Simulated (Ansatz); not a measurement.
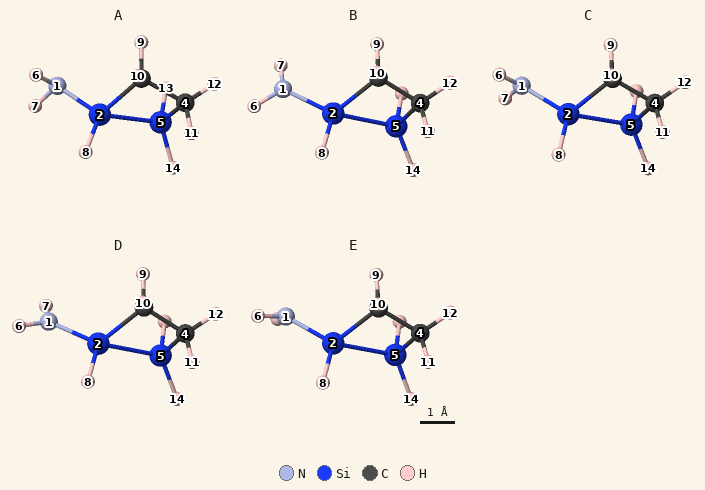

5 geometries from one relaxation of C$_{2}$H$_{9}$NSi$_{2}$, in shuffled order. Style: ball-and-stick. Shown from a free direction.

The run prepares an end point of a later path (torsion) calculation, from a guessed geometry.

All numbers below come from RKS B3LYP-D4/def2-SVP in Ansatz 0.2.0. (no spin polarisation; force threshold 0.015 eV/Å; at most 40 steps)

> Put them in the order of the run, from the start to the converged end.

A, C, E, D, B. They are steps 0, 5, 9, 12, 19, at +0.779 eV, +0.080 eV, +0.058 eV, +0.017 eV relative to the last. The energy falls by 0.779 eV in 17 accepted moves (19 points after the start). Largest force component: 4.7 eV/Å at the start, 0.013 eV/Å at the end. The line search rejected the trial steps at points 3, 8 of the run. The atom that moves furthest after the best rigid fit is an H atom (1.26 Å). Largest moves by element: H 1.26 Å, N 0.39 Å, Si 0.13 Å, C 0.07 Å. Some distances before and after: Si–Si 2.249 → 2.361 Å, N–Si 1.649 → 1.730 Å, C–H 1.166 → 1.104 Å, H–Si 1.434 → 1.495 Å. Bond angles that change, for instance: H–N–H 100.3° → 111.4°, Si–Si–H 116.4° → 127.1°, N–Si–Si 119.1° → 129.4°.
